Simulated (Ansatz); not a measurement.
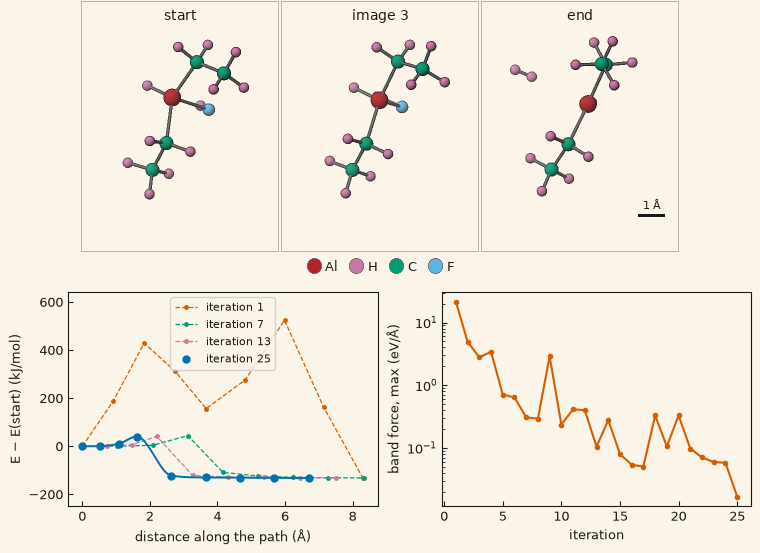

A search for the minimum-energy path of C4H12AlF by the nudged elastic band. Images are numbered from 0 (start) to 8 (end). The plot follows the band through its iterations. Style: ball-and-stick. Shown from a free direction.

All numbers below come from RHF/def2-SVP (Ansatz 0.2.0). Run with 7 movable images; climbing image; force threshold 0.05 eV/Å; iteration limit 60; spring constant 50.0 eV/Å²; starting path through a guess of the saddle point.

**Judge this run.**

The run is converged, with reservations. The band converged in 25 iterations. The largest component of the band force went from 22 to 0.017 eV/Å. The climbing image converged on the top of the path. Its curvatures weren't checked. The spring constant is far from the usual few eV/Å², which spoils the spacing or the steps. The first iteration put the highest image at 524.7 kJ/mol. The highest point, image 3, lies 40.6 kJ/mol above the start and 172.0 kJ/mol above the end; the end is at −131.4 kJ/mol relative to the start.

Limits of the set-up: Hartree-Fock leaves out electron correlation.

Cost: 3.4 min on 4 threads of Intel(R) Xeon(R) 6975P-C (Granite Rapids), with other jobs on the host, peak memory 0.44 GiB.
